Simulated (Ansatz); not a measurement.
# Fe wire along [100], 2 atoms a period: bands by functional and under strain

Wanted: the relaxed geometry and the bands of the Fe wire along [100], 2 atoms a period.

Program: Ansatz 0.2.0. Level of theory: DFT PBE, plane waves, PAW; relaxation of a wire's period, in the first sound run; inputs show where later runs differ. Results are calculated unless marked as measured.

**1. Set-up**

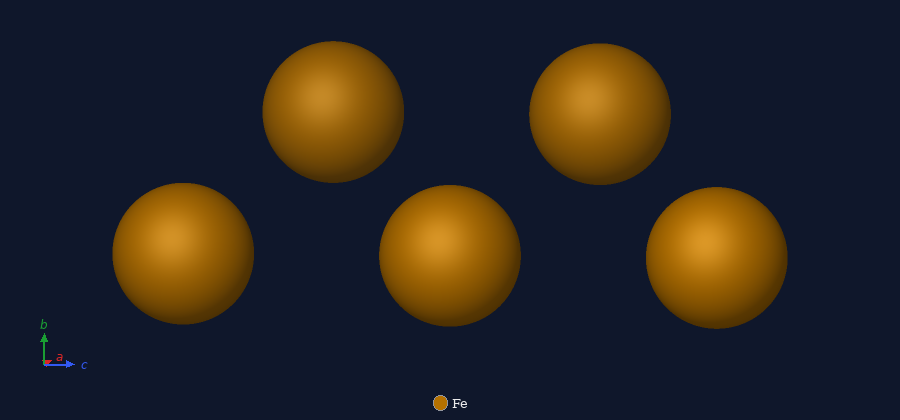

The cell as given, from the side, with the c axis across the page (iron orange). 1×1×2 cells are drawn. Some periodic images of atoms are drawn too.

The cell holds 2 atoms: 2 Fe. Cell: a = 8.215 Å, b = 8.215 Å, c = 2.830 Å, α = 90.0°, β = 90.0°, γ = 90.0°. Vacuum lies along a and b. The structure's axis is c.

As a file:

```cif
data_structure
_symmetry_space_group_name_H-M 'P 1'
_symmetry_Int_Tables_number 1
_cell_length_a 8.2150
_cell_length_b 8.2150
_cell_length_c 2.8300
_cell_angle_alpha 90.000
_cell_angle_beta 90.000
_cell_angle_gamma 90.000
_cell_volume 190.99
loop_
_atom_site_label
_atom_site_type_symbol
_atom_site_fract_x
_atom_site_fract_y
_atom_site_fract_z
_atom_site_occupancy
Fe1 Fe 0.41388 0.41388 0.00000 1
Fe2 Fe 0.58612 0.58612 0.50000 1
```

**2. Relaxing the period**

Band widths follow the bond lengths, so the wire is relaxed first. The atoms and the third cell vector are free; the box across stays fixed as vacuum. Moments are seeded so that a magnetic state can form if it lies lower. A Fermi-Dirac smearing is set since the result may be a metal. The pressure printed is a third of the stress's trace over the whole box, vacuum included; only the stress along the axis is relaxed.

input.yaml

```yaml
crystal:
  lattice:
    - [8.215, 0.0, 0.0]
    - [0.0, 8.215, 0.0]
    - [0.0, 0.0, 2.83]
  atoms:
    - { symbol: Fe, position: [0.413877054, 0.413877054, 0.0], spin: 2.4 }
    - { symbol: Fe, position: [0.586122946, 0.586122946, 0.5], spin: 2.4 }
magnetization:
  spin_polarized: true
kpoints:
  mp_grid: { grid: [1, 1, 29] }
scf:
  occupations: { method: fermi_dirac, width: 0.05 }
hamiltonian:
  xc: pbe
relax:
  cell: { fix: [a, b, alpha, beta, gamma] }
  max_steps: 60
```

The run is started by

```console
> ansatz run input.yaml --threads 8 --pin off --max-ram 16384MiB --backend cpu --events-out ev --progress --plain --runs-dir out
```

Numbers of over 12 decimals in the logs are rounded to 6 here.

Output:

```text
Engine: ansatz 0.2.0, aarch64-unknown-linux-gnu
Pseudopotentials: kind: paw
Pseudopotential: Fe, paw, valence charge 16, recommended cutoff 420 eV (normal), Fe.paw.azcp
Functional definition: PBE
  parameter kappa = 0.804
  parameter beta = 0.066725
  exchange = pbe_x(kappa = kappa, mu = beta*pi^2/3)
  correlation = pbe_c(beta = beta)
Crystal: 2 atoms, lattice volume = 190.986 Å³
Basis set: ecut = 420 eV, 3761 PW (Γ), exchange–correlation on 120×120×40 points (8 copies of the dense FFT grid, shifted against one another)
Bands: 23, of which v1, the nominal top of the filled ones, is band 16 counted from 1 (15 counted from 0)
Symmetry: 8 space group operations
Space group: Cmcm (ITA 63), of the structure as read, at distance tolerance 5.8e-5 Å
Magnetic group: BNS 63.457 (UNI 555), of the structure as read, at distance tolerance 5.8e-5 Å
k-points: 15 of 29
Non-local potential: Fe, projectors of the file, l = 0: 3, l = 1: 2, l = 2: 3, l = 3: 1
PAW form: soft (Blöchl's): semilocal exchange-correlation on the pseudo side does not see the compensation charge
PAW one-centre angular grid: Fe, 590 points (default); XC on 64 Gauss nodes
Initial density: superposition of atomic densities (neutral atoms: chi_scale 0, normalization atom)
Starting moments: Σ|m| = 4.8 μB on 2 of 2 sites
Initial wavefunctions: pseudopotential atomic-orbital guess
Functional: x = pbe(κ = 0.804, μ = 0.219515), c = pbe(β = 0.066725)
SCF iter   1: F=—  HF=-8954.182810 eV  |F-HF|=—  |Δ(HF+E_count)|=         —  Δρ=4.16e-2 (↑4.16e-2 ↓2.22e-2)  dr2=5.18e0  dr2_m=1.46e0  M=5.858 μB ∫|m|=5.929 μB  β_m=0.30  ethr=3.10e-3  ⟨swp⟩=6.2  Hψ=3258  notcnv=0
Mixer restart at iter 1: flushing history
preconditioner: auto → LDOS  [metal: Δε(μ)=0.016 eV  Ē_g=3.825 eV  σ=0.050 eV  W_gap=0.08  n_scr=20 (ndim 8)  ℏωp=10.7 eV  f_vac=0.636  D(μ)=3.18/eV (n_scr^D=20)]
spin=Collinear: LDOS preconditioning applied to the charge; magnetization (m = ρ↑ − ρ↓) channel mixes plain (no charge-response kernel on spin).
SCF iter   2: F=—  HF=-8954.638597 eV  |F-HF|=—  |Δ(HF+E_count)|=   4.56e-1  Δρ=2.84e-2 (↑2.84e-2 ↓2.17e-2)  dr2=1.24e0  dr2_m=1.02e0  M=6.229 μB ∫|m|=6.323 μB  β_m=0.54  ethr=3.10e-3  ⟨swp⟩=2.7  Hψ=1416  notcnv=0  defer=2
SCF iter   3: F=—  HF=-8955.831584 eV  |F-HF|=—  |Δ(HF+E_count)|=    1.19e0  Δρ=9.71e-3 (↑9.71e-3 ↓8.21e-3)  dr2=2.64e-2  dr2_m=1.36e-1  M=6.570 μB ∫|m|=6.781 μB  β_m=0.70  ethr=3.10e-3  ⟨swp⟩=3.0  Hψ=1246  notcnv=0  defer=2
SCF iter   4: F=—  HF=-8955.996472 eV  |F-HF|=—  |Δ(HF+E_count)|=         —  Δρ=3.55e-3 (↑2.33e-3 ↓3.55e-3)  dr2=4.73e-2  dr2_m=1.25e-3  M=6.638 μB ∫|m|=6.961 μB  β_m=0.70  ethr=8.24e-5  ⟨swp⟩=2.9  Hψ=1764  notcnv=0  defer=3
Mixer restart at iter 4: flushing history
SCF iter   5: F=—  HF=-8956.002810 eV  |F-HF|=—  |Δ(HF+E_count)|=   6.34e-3  Δρ=3.10e-3 (↑3.10e-3 ↓1.59e-3)  dr2=2.42e-2  dr2_m=1.10e-3  M=6.635 μB ∫|m|=6.962 μB  β_m=0.55  ethr=8.24e-5  ⟨swp⟩=2.0  Hψ=1399  notcnv=0  defer=5
SCF iter   6: F=—  HF=-8955.993442 eV  |F-HF|=—  |Δ(HF+E_count)|=   9.37e-3  Δρ=6.90e-4 (↑4.78e-4 ↓6.90e-4)  dr2=4.20e-4  dr2_m=5.19e-4  M=6.642 μB ∫|m|=6.978 μB  β_m=0.78  ethr=7.55e-5  ⟨swp⟩=2.5  Hψ=1401  notcnv=0  defer=5
SCF iter   7: F=—  HF=-8955.995002 eV  |F-HF|=—  |Δ(HF+E_count)|=   1.56e-3  Δρ=1.09e-4 (↑1.09e-4 ↓5.63e-5)  dr2=6.10e-5  dr2_m=2.77e-6  M=6.649 μB ∫|m|=7.002 μB  β_m=0.78  ethr=1.31e-6  ⟨swp⟩=2.4  Hψ=1278  notcnv=0  defer=5
SCF iter   8: F=—  HF=-8955.994997 eV  |F-HF|=—  |Δ(HF+E_count)|=   5.24e-6  Δρ=3.79e-5 (↑3.79e-5 ↓3.27e-5)  dr2=1.21e-5  dr2_m=9.01e-7  M=6.651 μB ∫|m|=7.003 μB  β_m=0.68  ethr=1.90e-7  ⟨swp⟩=2.0  Hψ=943  notcnv=0  defer=5
SCF iter   9: F=—  HF=-8955.994995 eV  |F-HF|=—  |Δ(HF+E_count)|=   2.30e-6  Δρ=6.82e-6 (↑6.61e-6 ↓6.82e-6)  dr2=7.55e-8  dr2_m=4.31e-8  M=6.650 μB ∫|m|=7.003 μB  β_m=0.82  ethr=3.79e-8  ⟨swp⟩=2.0  Hψ=1004  notcnv=0  defer=5
SCF iter  10: F=-8955.994995 eV  HF=-8955.994995 eV  |F-HF|=1.37e-8  |Δ(HF+E_count)|=   6.07e-7  Δρ=2.04e-6 (↑2.02e-6 ↓2.04e-6)  dr2=8.15e-9  dr2_m=4.88e-9  M=6.650 μB ∫|m|=7.003 μB  ethr=2.36e-10  ⟨swp⟩=2.1  Hψ=2286  notcnv=0
SCF 1 converged in 10 iterations: F = -8955.994995 eV  dr2 = 8.15e-9
  greatest PAW one-centre occupation: 1.004 electrons in one spin orbital (limit 2), on the Fe atom at site 1 (counted from 0), in its partial waves of l = 1
relax step   1: F+E_penalty+E_count = -8955.99499527 eV  Δ(F+E_penalty+E_count) = +0.000e0 eV  max|allowed force component| = 1.187e0 eV/Å  Δτ_max = 0.0000 Å  P = -2.314 GPa  Ω = 190.986 Å³  fix = [a, b, alpha, beta, gamma]  reactions: a -1.406, b -1.406 GPa; gamma +1.443 GPa/rad  (10 SCF iters, dr2 threshold 1.00e-7 eV, accepted)
Crystal: 2 atoms, lattice volume = 181.544 Å³
Basis set: ecut = 420 eV, 3585 PW (Γ), exchange–correlation on 120×120×40 points (8 copies of the dense FFT grid, shifted against one another)
Initial density: handed on by an earlier stage of this run
Starting moments: Σ|m| = 4.8 μB on 2 of 2 sites; this step starts from the density that it was given
Initial wavefunctions: those handed on with the density
iter 1 solved again at ethr=2.79e-4 eV; its pass at ethr=3.10e-3 eV (dr2=8.92e-2 eV) is discarded
SCF iter   1: F=—  HF=-8956.334529 eV  |F-HF|=—  |Δ(HF+E_count)|=         —  Δρ=7.44e-3 (↑6.53e-3 ↓7.44e-3)  dr2=9.04e-2  dr2_m=6.69e-2  M=6.525 μB ∫|m|=6.827 μB  β_m=0.30  ethr=2.79e-4  ⟨swp⟩=1.7  Hψ=4228  notcnv=0
preconditioner: auto → LDOS  [metal: Δε(μ)=0.054 eV  Ē_g=4.483 eV  σ=0.050 eV  W_gap=0.25  n_scr=20 (ndim 8)  ℏωp=11.0 eV  f_vac=0.671  D(μ)=2.46/eV (n_scr^D=12)]
spin=Collinear: LDOS preconditioning applied to the charge; magnetization (m = ρ↑ − ρ↓) channel mixes plain (no charge-response kernel on spin).
SCF iter   2: F=—  HF=-8956.325231 eV  |F-HF|=—  |Δ(HF+E_count)|=   9.30e-3  Δρ=5.36e-3 (↑4.09e-3 ↓5.36e-3)  dr2=1.51e-2  dr2_m=3.40e-2  M=6.541 μB ∫|m|=6.838 μB  β_m=0.48  ethr=2.79e-4  ⟨swp⟩=2.1  Hψ=1103  notcnv=0
SCF iter   3: F=—  HF=-8956.341732 eV  |F-HF|=—  |Δ(HF+E_count)|=   1.65e-2  Δρ=1.60e-3 (↑1.60e-3 ↓1.56e-3)  dr2=8.92e-4  dr2_m=3.73e-3  M=6.546 μB ∫|m|=6.843 μB  β_m=0.56  ethr=4.72e-5  ⟨swp⟩=2.1  Hψ=1143  notcnv=0
SCF iter   4: F=—  HF=-8956.344209 eV  |F-HF|=—  |Δ(HF+E_count)|=   2.48e-3  Δρ=6.51e-4 (↑3.12e-4 ↓6.51e-4)  dr2=2.24e-4  dr2_m=3.40e-4  M=6.535 μB ∫|m|=6.832 μB  β_m=0.66  ethr=2.79e-6  ⟨swp⟩=2.0  Hψ=1396  notcnv=0
SCF iter   5: F=—  HF=-8956.344529 eV  |F-HF|=—  |Δ(HF+E_count)|=   3.20e-4  Δρ=2.61e-4 (↑2.61e-4 ↓1.53e-4)  dr2=3.34e-5  dr2_m=6.26e-5  M=6.535 μB ∫|m|=6.832 μB  β_m=0.81  ethr=7.01e-7  ⟨swp⟩=2.5  Hψ=1339  notcnv=0
[...]
SCF iter   5: F=—  HF=-8956.446892 eV  |F-HF|=—  |Δ(HF+E_count)|=   1.98e-4  Δρ=1.88e-4 (↑1.88e-4 ↓1.30e-4)  dr2=2.03e-5  dr2_m=3.16e-5  M=6.337 μB ∫|m|=6.590 μB  β_m=0.74  ethr=9.30e-7  ⟨swp⟩=3.0  Hψ=1504  notcnv=0
SCF iter   6: F=—  HF=-8956.446908 eV  |F-HF|=—  |Δ(HF+E_count)|=   1.64e-5  Δρ=4.83e-5 (↑2.49e-5 ↓4.83e-5)  dr2=7.77e-7  dr2_m=1.94e-6  M=6.336 μB ∫|m|=6.589 μB  β_m=0.78  ethr=6.33e-8  ⟨swp⟩=2.2  Hψ=1289  notcnv=0
SCF iter   7: F=—  HF=-8956.446910 eV  |F-HF|=—  |Δ(HF+E_count)|=   1.10e-6  Δρ=1.01e-5 (↑1.01e-5 ↓5.39e-6)  dr2=1.03e-7  dr2_m=6.96e-8  M=6.336 μB ∫|m|=6.589 μB  β_m=0.89  ethr=2.43e-9  ⟨swp⟩=2.2  Hψ=1204  notcnv=0
SCF iter   8: F=-8956.446910 eV  HF=-8956.446910 eV  |F-HF|=5.37e-9  |Δ(HF+E_count)|=   1.12e-7  Δρ=1.99e-6 (↑1.99e-6 ↓1.17e-6)  dr2=7.27e-9  dr2_m=1.32e-9  M=6.337 μB ∫|m|=6.589 μB  ethr=3.22e-10  ⟨swp⟩=3.1  Hψ=2675  notcnv=0
SCF 3 converged in 8 iterations: F = -8956.446910 eV  dr2 = 7.27e-9
relax step   3: F+E_penalty+E_count = -8956.44690965 eV  Δ(F+E_penalty+E_count) = -1.023e-1 eV  max|allowed force component| = 3.801e-1 eV/Å  Δτ_max = 0.0451 Å  P = +0.262 GPa  Ω = 172.395 Å³  energy of the carried Pulay correction = +1.309e-3 eV  fix = [a, b, alpha, beta, gamma]  reactions: a +0.428, b +0.428 GPa; gamma -0.422 GPa/rad  (8 SCF iters, dr2 threshold 2.00e-7 eV, accepted)
[...]
relax step   4: F+E_penalty+E_count = -8956.46198632 eV  Δ(F+E_penalty+E_count) = -1.508e-2 eV  max|allowed force component| = 2.217e-3 eV/Å  Δτ_max = 0.0279 Å  P = -0.029 GPa  Ω = 170.529 Å³  energy of the carried Pulay correction = +1.447e-3 eV  fix = [a, b, alpha, beta, gamma]  reactions: a -0.021, b -0.021 GPa; gamma +0.031 GPa/rad  (7 SCF iters, dr2 threshold 2.00e-7 eV, accepted)
Basis set: ecut = 420 eV, 3337 PW (Γ), exchange–correlation on 120×120×36 points (8 copies of the dense FFT grid, shifted against one another)
Initial wavefunctions: pseudopotential atomic-orbital guess (no wavefunctions were taken with the density)
iter 1 solved again at ethr=1.49e-6 eV; its pass at ethr=3.10e-3 eV (dr2=4.78e-4 eV) is discarded
SCF iter   1: F=—  HF=-8956.460086 eV  |F-HF|=—  |Δ(HF+E_count)|=         —  Δρ=1.01e-4 (↑8.94e-5 ↓1.01e-4)  dr2=3.53e-5  dr2_m=8.51e-7  M=6.348 μB ∫|m|=6.604 μB  β_m=0.65  ethr=1.49e-6  ⟨swp⟩=3.0  Hψ=4925  notcnv=0
preconditioner: auto → LDOS  [metal: Δε(μ)=0.076 eV  Ē_g=4.702 eV  σ=0.050 eV  W_gap=0.34  n_scr=8 (ndim 8)  ℏωp=11.4 eV  f_vac=0.678  D(μ)=1.52/eV (n_scr^D=8)]
spin=Collinear: LDOS preconditioning applied to the charge; magnetization (m = ρ↑ − ρ↓) channel mixes plain (no charge-response kernel on spin).
SCF iter   2: F=—  HF=-8956.460087 eV  |F-HF|=—  |Δ(HF+E_count)|=   7.25e-7  Δρ=6.25e-5 (↑6.25e-5 ↓3.89e-5)  dr2=1.36e-5  dr2_m=3.88e-7  M=6.347 μB ∫|m|=6.604 μB  β_m=0.61  ethr=1.10e-7  ⟨swp⟩=2.5  Hψ=1022  notcnv=0
SCF iter   3: F=—  HF=-8956.460087 eV  |F-HF|=—  |Δ(HF+E_count)|=   1.06e-7  Δρ=2.31e-5 (↑1.79e-5 ↓2.31e-5)  dr2=1.37e-6  dr2_m=4.73e-8  M=6.347 μB ∫|m|=6.603 μB  β_m=0.57  ethr=4.24e-8  ⟨swp⟩=2.2  Hψ=894  notcnv=0
SCF iter   4: F=—  HF=-8956.460088 eV  |F-HF|=—  |Δ(HF+E_count)|=   8.54e-7  Δρ=1.53e-5 (↑1.53e-5 ↓7.20e-6)  dr2=5.01e-7  dr2_m=8.60e-8  M=6.347 μB ∫|m|=6.603 μB  β_m=0.57  ethr=4.29e-9  ⟨swp⟩=2.2  Hψ=1174  notcnv=0
SCF iter   5: F=—  HF=-8956.460088 eV  |F-HF|=—  |Δ(HF+E_count)|=   1.19e-7  Δρ=6.87e-6 (↑6.87e-6 ↓3.57e-6)  dr2=1.22e-7  dr2_m=2.03e-8  M=6.347 μB ∫|m|=6.603 μB  β_m=0.57  ethr=1.57e-9  ⟨swp⟩=1.9  Hψ=940  notcnv=0
SCF iter   6: F=—  HF=-8956.460088 eV  |F-HF|=—  |Δ(HF+E_count)|=   6.05e-8  Δρ=1.66e-6 (↑1.66e-6 ↓1.04e-6)  dr2=3.65e-9  dr2_m=1.91e-9  M=6.347 μB ∫|m|=6.603 μB  β_m=0.78  ethr=3.82e-10  ⟨swp⟩=2.0  Hψ=882  notcnv=0
SCF iter   7: F=—  HF=-8956.460088 eV  |F-HF|=—  |Δ(HF+E_count)|=   2.24e-8  Δρ=4.01e-7 (↑4.01e-7 ↓1.89e-7)  dr2=2.48e-10  dr2_m=8.97e-11  M=6.347 μB ∫|m|=6.603 μB  β_m=0.82  ethr=1.14e-11  ⟨swp⟩=2.0  Hψ=937  notcnv=0
SCF iter   8: F=—  HF=-8956.460088 eV  |F-HF|=—  |Δ(HF+E_count)|=   7.98e-9  Δρ=3.46e-8 (↑3.46e-8 ↓2.66e-8)  dr2=1.36e-12  dr2_m=9.83e-13  M=6.347 μB ∫|m|=6.603 μB  β_m=0.91  ethr=1.00e-12  ⟨swp⟩=2.7  Hψ=1038  notcnv=0
SCF iter   9: F=-8956.460088 eV  HF=-8956.460088 eV  |F-HF|=5.46e-12  |Δ(HF+E_count)|=  4.51e-10  Δρ=6.24e-9 (↑5.58e-9 ↓6.24e-9)  dr2=7.86e-14  dr2_m=9.23e-15  M=6.347 μB ∫|m|=6.603 μB  ethr=1.00e-12  ⟨swp⟩=4.0  Hψ=2804  notcnv=0
SCF 5 converged in 9 iterations: F = -8956.460088 eV  dr2 = 7.86e-14
  greatest PAW one-centre occupation: 1.003 electrons in one spin orbital (limit 2), on the Fe atom at site 1 (counted from 0), in its partial waves of l = 1
relax step   5: F+E_penalty+E_count = -8956.46008777 eV  Δ(F+E_penalty+E_count) = +1.899e-3 eV  max|allowed force component| = 1.591e-3 eV/Å  Δτ_max = 0.0000 Å  P = -0.025 GPa  Ω = 170.529 Å³  fix = [a, b, alpha, beta, gamma]  reactions: a -0.017, b -0.017 GPa; gamma +0.029 GPa/rad  stress off target by 4.13e-2 GPa on what of the cell is left free  SCF on the basis re-selected at this cell (its energy is not comparable with the rows above)  (9 SCF iters)
basis re-selected at this cell: Δ(F+E_penalty+E_count) = +1.899e-3 eV, ΔP = +0.004 GPa vs the last step (what re-selecting the basis moved, of the pressure what is left beyond the Pulay correction that the steps carried, after the strain that the cell walked since its last selection, with what the two solves' SCF thresholds leave and, on support functions, any second-order correction that the steps lacked; it is no measure of the basis error at this ecutwfc). The dense FFT grid was sized anew with the basis: this SCF ran on 60×60×18 points, the steps before it on 60×60×20, so part of this shift can come from that change (see relax.cell in the input reference). [rest of the remark cut]
SCF converged after 9 iterations
Magnetization: 6.3470 μB (19.1735 up, 12.8265 down)
Absolute magnetization: 6.6042 μB (∫|ρ↑−ρ↓|, with the PAW one-centre terms)
Spin contamination: 0.0921 ħ² per cell (⟨S²⟩ above its minimum at these occupations)
Per-site moments (μB) at R_I (Å): [(2.802353, 0.923876), (2.802353, 0.923876)]
Free energy (F): -8956.460088 eV
Harris-Foulkes:  -8956.460088 eV  (|F-HF|=5.46e-12)
Internal energy: -8956.447019 eV  (E = F + TS)
E sigma→0 (E₀):  -8956.453553 eV
Entropy (-TS):   -0.013069 eV (-6.535 meV/atom)
Fermi energy:    -0.756048 eV
--- Per-component energies (eV) ---
  E_band       = -1040.801366
  E_kinetic    = 695.856995
  E_local      = -12982.271167  (includes V_loc(G=0)·N_el)
  E_nonlocal   = 452.478637
  E_hartree    = 5851.925273
  E_xc         = -228.789584
  E_vxc        = -293.954020  (∫ρ·V_xc dr)
  E_paw        = -2743.643357  (= ΣΔE_a)
  E_vpaw       = -616.763946  (= ΣTr[D̂ρ^β])
  E_aug_tail   = 0.001600  (compensation charges beyond the density's cutoff)
  E_ewald      = -2.005416
  E_smearing   = -0.013069  (= −TS)
  E_closure    = 0.000000  (closes the sum)
  Σ components = -8956.460088   (vs F -8956.460088, Δ=0.00e0)
--- Forces (eV/Å), atoms counted from 1 ---
  atom   1  Fe     0.00159102     0.00159102     0.00000000
  atom   2  Fe    -0.00159102    -0.00159102     0.00000000
  max |Σ_I F_I| component: 0.00e0 eV/Å
--- Stress (GPa, compression-positive) ---
       -0.016539      -0.028897       0.000000
       -0.028897      -0.016539       0.000000
        0.000000       0.000000      -0.041290
  P = ⅓ Tr σ = -0.0248 GPa (-0.248 kbar)
--- Relaxed structure (4 steps of the walk, 4 accepted, 1 SCFs on fresh bases) ---
  F+E_penalty+E_count = -8956.46008777 eV   max|allowed force component| = 1.591e-3 eV/Å   (the final SCF, on the basis selected at the relaxed cell)
  cell:  # Å, volume = 170.5287 Å³
    - [8.215, 0, 0.0]
    - [0, 8.215, 0.0]
    - [0.0, 0.0, 2.526866]
  atoms:
    - { symbol: Fe, position: [0.420410, 0.420410, 0.0] }
    - { symbol: Fe, position: [0.579590, 0.579590, 0.5] }
```

Run time: 8.1 s. Hardware: 8 threads of Arm Neoverse V1, shared host; peak memory 0.6 GiB; 52 s of CPU time.

The steps of the relaxation:

```
step  energy less that of the first step (eV)  largest force component (eV/Å)  pressure (GPa)  volume (Å³)
   1                                   0.0000                          1.1866           -2.31       190.99
   2                                  -0.3496                          0.5427           -1.27       181.54
   3                                  -0.4519                          0.3801            0.26       172.40
   4                                  -0.4670                          0.0022           -0.03       170.53
  5*                                  -0.4651                          0.0016           -0.02       170.53
```

Relaxation steps marked * repeat the geometry before them on a plane-wave basis chosen anew for their cell, so energy and pressure can jump there.

The run keeps the 8 symmetry operations that it works with, so distortions that break them were not tested.

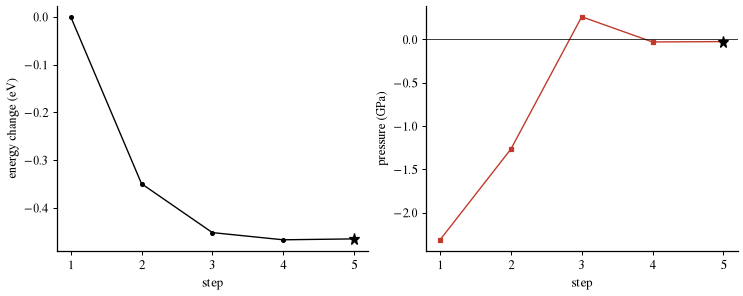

Energy and pressure along the relaxation. Stars mark steps on a basis chosen anew.

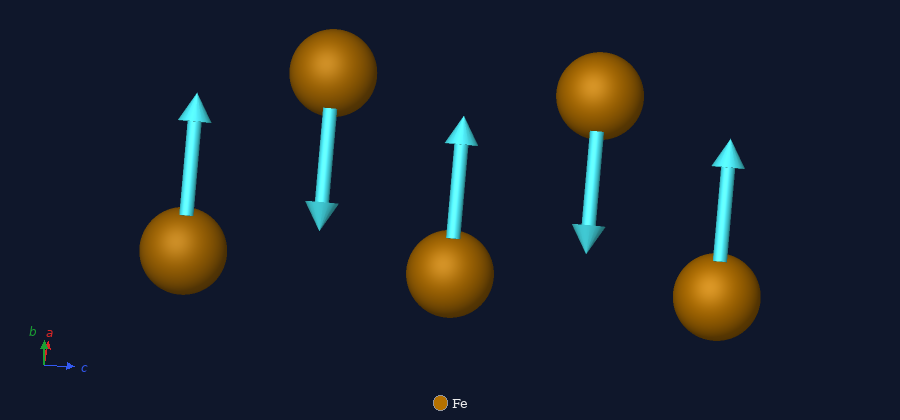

Displacements in the relaxation, exaggerated, measured against the changing cell; the longest in the cell stands for 0.08 Å. 1×1×2 cells are drawn. Some periodic images of atoms are drawn too.

```
cell as run  before  after   change
      c (Å)   2.830  2.527  -10.7 %
```

The atoms that moved most (Å, along periodic axes as changes of fractional coordinates times the final cell, across vacuum about the mean position):

```
atom      dx      dy     dz  length
 Fe1   0.054   0.054  0.000   0.076
 Fe2  -0.054  -0.054  0.000   0.076
```

Final coordinates:

```cif
data_structure
_symmetry_space_group_name_H-M 'P 1'
_symmetry_Int_Tables_number 1
_cell_length_a 8.2150
_cell_length_b 8.2150
_cell_length_c 2.5269
_cell_angle_alpha 90.000
_cell_angle_beta 90.000
_cell_angle_gamma 90.000
_cell_volume 170.53
loop_
_atom_site_label
_atom_site_type_symbol
_atom_site_fract_x
_atom_site_fract_y
_atom_site_fract_z
_atom_site_occupancy
Fe1 Fe 0.42041 0.42041 0.00000 1
Fe2 Fe 0.57959 0.57959 0.50000 1
```

This step gave:

- energy at zero smearing: -8956.4536 eV
- total moment: 6.347 μB
- absolute moment: 6.604 μB
- cell length along the wire: 2.527 Å

Site moment by atom:

```
atom  site moment (μB)
 Fe1              2.80
 Fe2              2.80
```

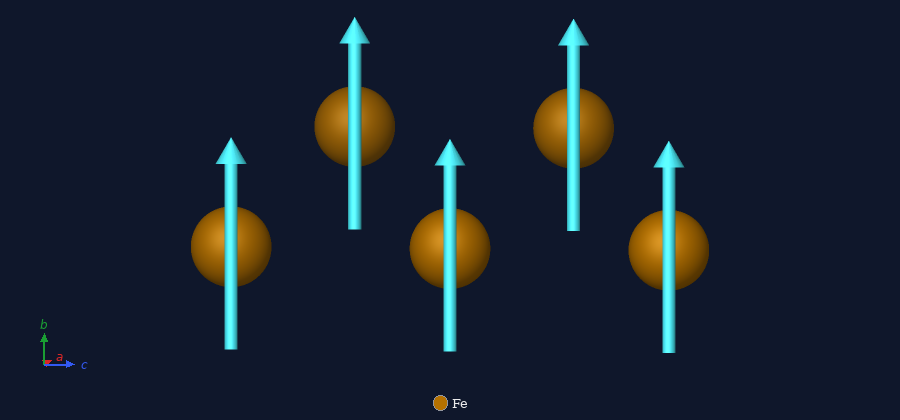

Site moment as arrows, the longest 2.80 μB. Up and down stand for the sign. Arrows give size and sign along the axis of quantisation, drawn up and down the page. 1×1×2 cells are drawn. Some periodic images of atoms are drawn too.

The cell's length comes to 2.527 Å with an absolute moment of 6.60 μB a cell.

(Part 1 of 3 ends here.)

[Logs are printed without paths, hosts, clocks, repeated set-up lines and the standing remarks that a program may print on its own settings, such as how far it seeks lower states.]

[Hosts, paths, dates, database ids (printed as entryN), source tags and the programs' standing remarks are cut or masked in the printed files.]
